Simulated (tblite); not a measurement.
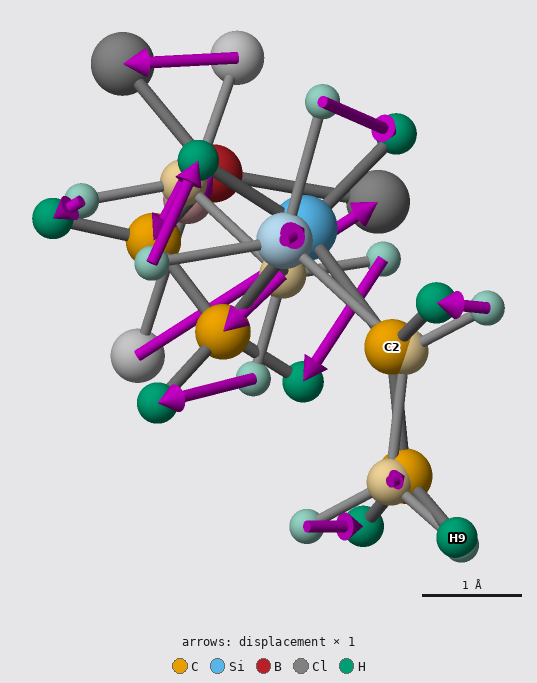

A relaxation of C4H8BCl2Si (multiplicity 2). The starting structure is drawn faded, the final one solid; purple arrows show the displacements, at their true length. The two geometries are superimposed by the best rigid fit.

The picture is a ball-and-stick view, seen from a free direction.

Method: GFN2-xTB geometry optimisation, gas phase in tblite. 

**What did the optimiser do to the structure, and how much energy did it gain?**

A Cl atom moves most after the best rigid fit: 2.96 Å. By element the largest moves are Cl 2.96 Å, H 1.49 Å, C 0.84 Å, B 0.48 Å, Si 0.41 Å. Some distances before and after: B–C 1.601 → 1.494 Å, B–Cl 1.841 → 1.750 Å, C–C 1.532 → 1.453 Å, C–Si 1.886 → 1.947 Å. Among the angles between lasting bonds that change: C–C–B 110.9° → 124.6°, B–C–H 109.3° → 119.9°, C–C–Si 121.5° → 126.7°. Groups turn about C–Si by about 65°. After 166 geometry steps the energy has fallen by 156.1 kJ/mol. The run took 1.7 s on 1 thread of Arm Neoverse V1, with other jobs on the host.
